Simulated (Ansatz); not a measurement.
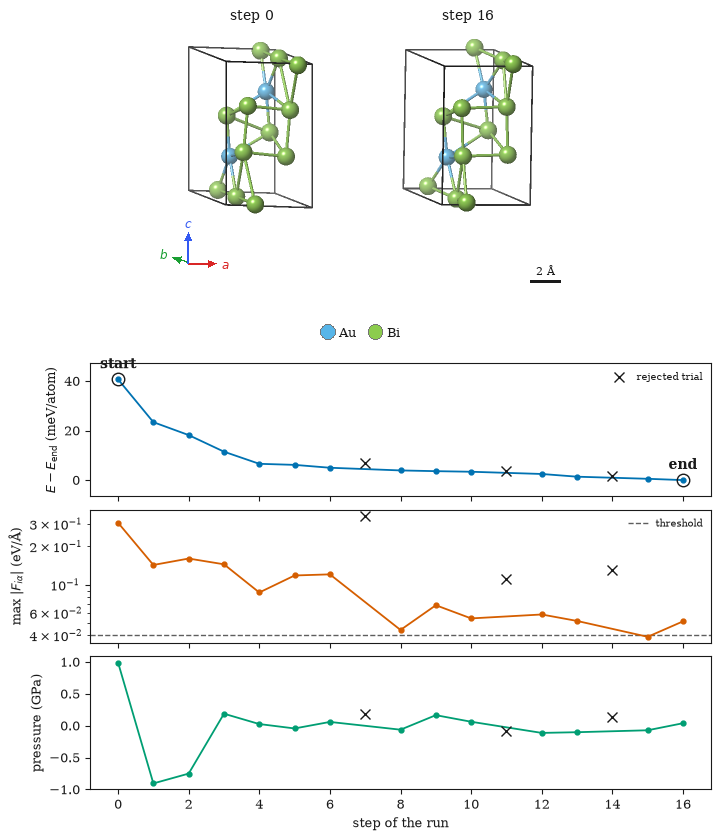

First and last geometry of a relaxation of a crystal of Bi$_{5}$Au (a generated structure, set up in P1) (coarse preliminary run), with the history of the run. A ball-and-stick model of the cell of the calculation, seen slightly off an axis.

Case: elements placed on the bcc lattice with unlike neighbours, relaxed further on a centred mesh.

Level of theory: DFT PBE, scalar-relativistic, plane waves, PAW (Ansatz). Settings: plane-wave cutoff 420 eV; k-point mesh 3 × 4 × 2; occupations gaussian; smearing width 0.1 eV; no spin polarisation; cell and atoms relaxed; force threshold 0.04 eV/Å; at most 25 steps.

Q: Read the history and describe the run.

A: The run was cut off at its time limit before the relaxation converged, so the last structure is only a point on the way. The atom that moves furthest relative to the cell is a Bi atom (0.44 Å along [−2 0 1]). Largest moves by element: Bi 0.44 Å, Au 0.28 Å. Cell: a 6.366 → 6.485 Å (+1.9 %), b 6.228 → 6.386 Å (+2.5 %), c 9.815 → 9.454 Å (−3.7 %), α 90.2° → 88.2°, β 95.8° → 92.6°, γ 90.0° → 90.7°. Volume +1.0 %. Some distances before and after: Au–Bi 3.177 → 3.561 Å, Au–Bi 3.302 → 2.939 Å, Bi–Bi 3.728 → 3.421 Å, Bi–Bi 3.683 → 3.383 Å. Among the angles between lasting bonds that change: Bi–Bi–Bi 179.0° → 152.8°, Bi–Bi–Bi 101.0° → 85.7°, Bi–Bi–Bi 80.2° → 95.0°. The space group stays P1 (No. 1). After 13 accepted moves (16 points after the start) the energy has fallen by 40.7 meV per atom. The largest force component goes from 0.31 to 0.052 eV/Å. Pressure: 0.99 GPa at the start and 0.04 GPa at the end. The line search rejected the trial steps at points 7, 11, 14 of the run.
